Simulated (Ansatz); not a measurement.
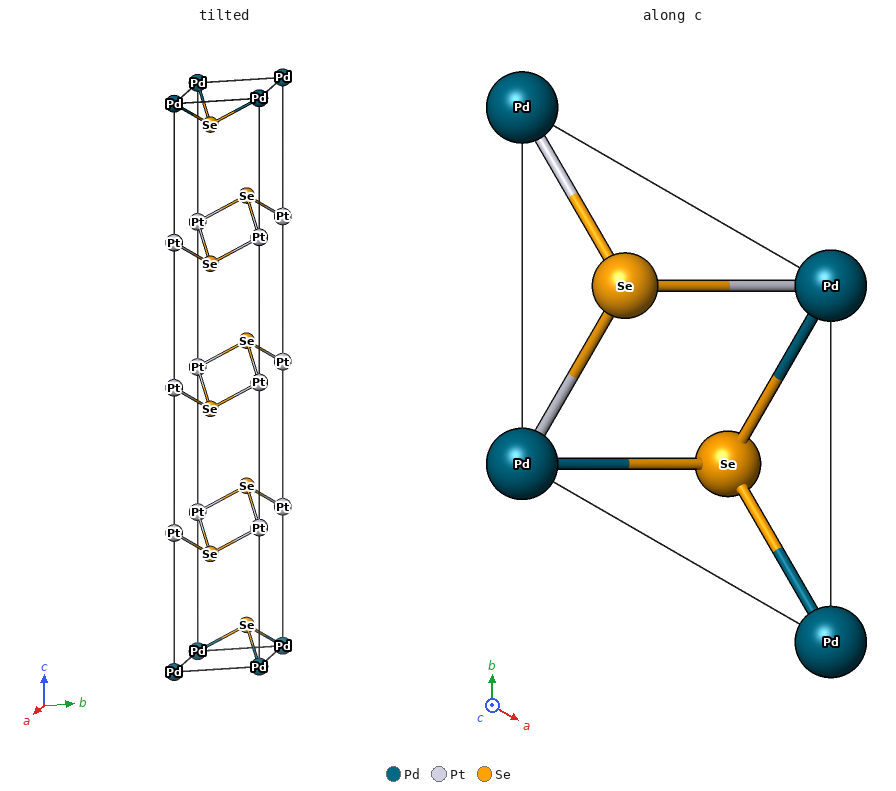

Ball-and-stick drawing of the structure, looking slightly off an axis and along the c axis. The conventional unit cell is drawn as a box.

PdPt₃Se₈, space group P-3m1 (No. 164), a = 3.752 Å, b = 3.752 Å, c = 25.001 Å, α = 90.00°, β = 90.00°, γ = 120.00°. Origin of the cell: a structure type filled with these elements by a generator (whether the compound takes this form wasn't checked). Earlier steps of the study, as a rule a relaxation of our own, may have changed the cell and positions, so they can lie some per cent off the listed ones. It went into a calculation with Ansatz.

This one geometry was computed with Ansatz (DFT, plane waves, PAW) at three levels of theory: LDA, r2SCAN and PBE.

Q: Which level gives the highest pressure at this volume, and what does that say about its equilibrium volume?

A: Highest: PBE (0.0 GPa), which points to the largest equilibrium volume. Lowest, with the smallest volume: LDA (-5.7 GPa). Levels within 0.5 GPa of each other can't be told apart.

Q: How does the band gap change with the level of theory?

A: LDA: a gap of 0.34 eV, indirect; PBE: a gap of 0.42 eV, indirect; r2SCAN: a gap of 0.56 eV, indirect.

Q: Collect the results in a table.

A:
| level | cutoff (eV) | k-mesh of the run's cell | gap (eV) | pressure (GPa) |
| --- | --- | --- | --- | --- |
| LDA | 420 | 12×12×2 | 0.34 | -5.7 |
| r2SCAN | 500 | 12×12×2 | 0.56 | -2.1 |
| PBE | 420 | 12×12×2 | 0.42 | 0.0 |

Gaps are taken on the k-mesh or band path of each run.
